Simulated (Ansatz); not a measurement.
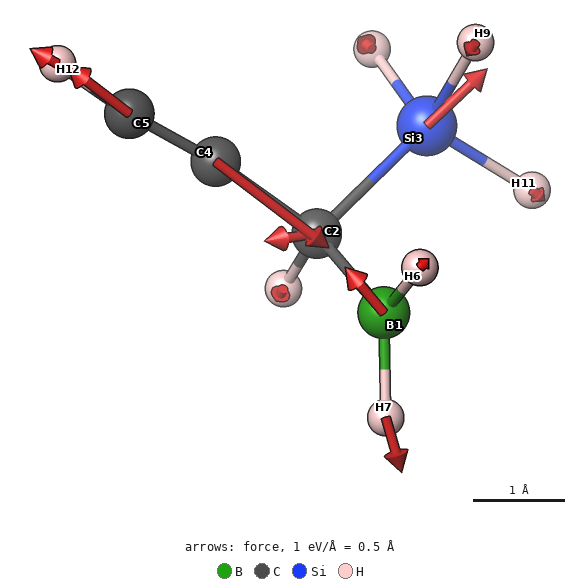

Starting geometry of C$_{3}$H$_{7}$BSi (coarse preliminary run) with the computed forces as red arrows. The picture is a ball-and-stick view, seen at a tilt.

The start comes from a force field.

Computed with RKS PBE-D4/def2-SVP in Ansatz 0.2.0.

Input
```yaml
crystal:
  periodic: [false, false, false]
  atoms:
    - {symbol: B, position_ang: [-1.353000, -0.658400, 0.759900]}
    - {symbol: C, position_ang: [-0.292700, -0.358900, -0.357100]}
    - {symbol: Si, position_ang: [1.370100, -0.689600, 0.350700]}
    - {symbol: C, position_ang: [-0.287200, 1.042900, -0.822400]}
    - {symbol: C, position_ang: [-0.418500, 2.167200, -1.219900]}
    - {symbol: H, position_ang: [-1.407100, 0.030200, 1.748500]}
    - {symbol: H, position_ang: [-2.205000, -1.432700, 0.574600]}
    - {symbol: H, position_ang: [-0.419400, -1.020000, -1.222400]}
    - {symbol: H, position_ang: [1.646400, 0.224700, 1.546000]}
    - {symbol: H, position_ang: [2.429600, -0.457300, -0.640900]}
    - {symbol: H, position_ang: [1.466700, -2.087900, 0.838600]}
    - {symbol: H, position_ang: [-0.453000, 3.184500, -1.521500]}
basis:
  gaussian: {orbitals: def2-SVP}
hamiltonian: {xc: pbe, dispersion: d4}
relax: {f_tol: 0.03, max_steps: 200}
```

Launched with:
```bash
ansatz run in.yaml --threads 4 --pin off --events-out ev --progress --plain --max-ram 10444MiB
```

**Is this structure relaxed? If not, where do the atoms go?**

It isn't relaxed: the largest force vector, on C4, is 3.31 eV/Å. The final displacements have little in common with the starting forces (cosine between the two patterns 0.04). The energy falls by 33.9 kJ/mol in 11 accepted moves (13 points after the start). Largest force component: 3.1 eV/Å at the start, 0.027 eV/Å at the end. The line search rejected the trial steps at points 7, 10 of the run. The forces were under the threshold at step 11, but the run went on from there. The atom that moves furthest after the best rigid fit is H7 (0.81 Å). Largest moves by element: H 0.81 Å, C 0.18 Å, Si 0.08 Å, B 0.02 Å. Near-neighbour distances that change, for instance: C2–Si3 1.837 → 1.957 Å, B1–H7 1.166 → 1.218 Å, Si3–H10 1.470 → 1.501 Å, Si3–H9 1.530 → 1.499 Å. Among the angles between lasting bonds that change: B1–C2–Si3 107.6° → 99.1°, B1–C2–C4 114.1° → 120.1°, Si3–C2–H8 107.5° → 101.6°. Groups turn about B1–C2 by about 35°.
